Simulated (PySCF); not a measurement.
**Run report: Ca, atomic calculation**

Ca, configuration 1s2 2s2 2p6 3s2 3p6 4s1 5s1, multiplicity 3. Computed at this level: unrestricted HF, def2-QZVPPD, non-relativistic, point nucleus (PySCF).

### Log (extracts)
```
damping factor = 0
level_shift factor = 0
DIIS = <class 'pyscf.scf.diis.CDIIS'>
diis_start_cycle = 1
diis_space = 10
diis_damp = 0
SCF conv_tol = 1e-09
SCF conv_tol_grad = None
number electrons alpha = 11  beta = 9
cycle= 1 E= -676.632412908211  delta_E= -7.84e-11  |g|= 3.66e-06  |ddm|= 0.000268
converged SCF energy = -676.632412908211  <S^2> = 2.0002609  2S+1 = 3.000174
```

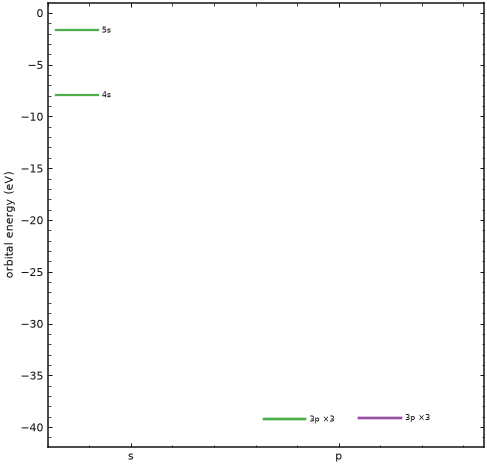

Fig. 1: Orbital energies of the mean field, from the top down to −39.3 eV, by angular momentum, α spin at the left of each column and β at the right; ×n counts the orbitals under one label. The highest filled orbital is 5s α at −1.70 eV, the lowest empty one s β at −1.45 eV.

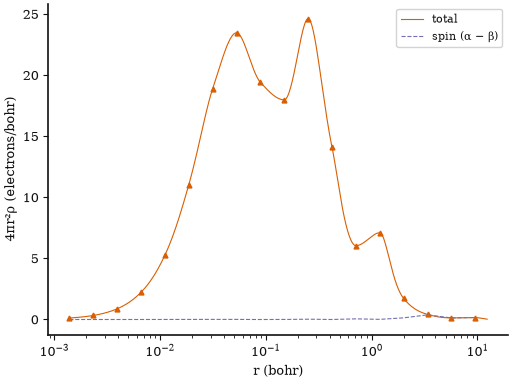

Fig. 2: Spherically averaged radial density 4πr²ρ of the mean field and its spin part; markers are the stored points, which are sparse, and the line is a monotone interpolation between them. The largest stored value is 24.6 electrons/bohr at r = 0.25 bohr. Root-mean-square radii of the shells: 2p 0.363, 2s 0.395, 3s 1.24, 3p 1.38, 4s 3.94, 5s 8.47 bohr.

### Input
```python
from pyscf import gto, scf, dft, mp, cc
import basis_set_exchange as bse
mol = gto.M(atom="Ca 0 0 0", charge=0, spin=2, symmetry="D2h",
            basis=gto.basis.parse(bse.get_basis("def2-QZVPPD", elements=["Ca"], fmt="nwchem")))
mf = scf.UHF(mol)
mf.irrep_nelec = {'Ag': (5, 3), 'B1u': (2, 2), 'B2u': (2, 2), 'B3u': (2, 2)}
mf.kernel()
```

The script is an equivalent of what the driver set up; the driver started from orbitals of its own, so the log can be shorter than this script's would be, and it computed the properties (radii, ⟨L²⟩, response) afterwards. It held the occupations shell by shell, which the script's counts by irreducible representation don't always enforce.

### Key numbers

- outcome: converged
- total energy: −676.632413 hartree
- kinetic energy: 676.702761 hartree
- −E/T (1 by the virial theorem at the basis-set limit): 0.9999
- ⟨S²⟩: 2.000
- SCF iterations: 1
- hardware: 1 CPU thread, shared host

### Notes

This is not the ground configuration of the species.
